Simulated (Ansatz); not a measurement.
Structure data:

```
CELL_PARAMETERS angstrom
2.80729 0.00000 0.00000
0.00000 2.80729 0.00000
0.00000 0.00000 24.92528
ATOMIC_POSITIONS crystal
Pt 0.50000 0.50000 0.30333
Pt 0.00000 0.00000 0.38105
Pt 0.50000 0.50000 0.46026
Pt 0.00000 0.00000 0.53974
Pt 0.50000 0.50000 0.61895
Pt 0.00000 0.00000 0.69667
```

Before looking at a picture, describe the arrangement of atoms.

Answer. The element is platinum. The cell holds six atoms. Pt takes three kinds of site: two a cell with eight Pt at 2.77 to 2.81 Å; two a cell with twelve Pt in a cuboctahedral arrangement at 2.77 to 2.81 Å; two a cell with twelve Pt in a cuboctahedral arrangement at 2.80 to 2.81 Å. The bonds build Pt layers parallel to (001).

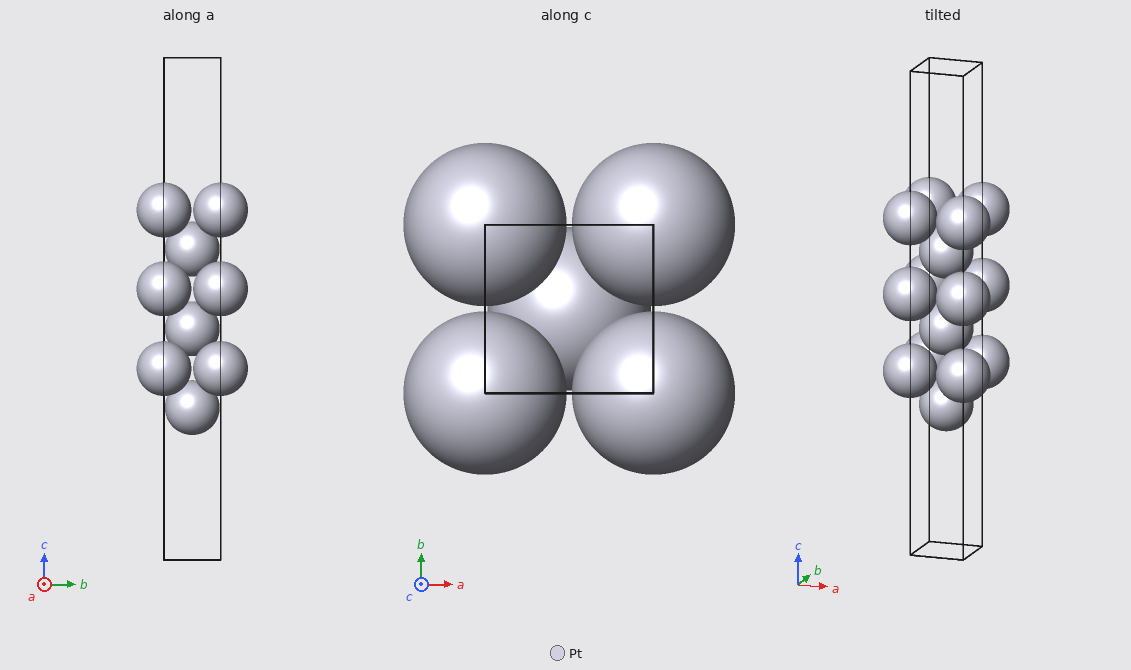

A space-filling picture of a crystal structure, seen along the a axis, along the c axis and slightly off an axis. The simulation cell is outlined; an atom on or near a face, edge or corner is repeated at each equivalent position.

The structure was taken from the standard structure of this element; a slab was cut from it. The atoms were relaxed in a fixed cell with DFT PBE, scalar-relativistic, plane waves, PAW (Ansatz).
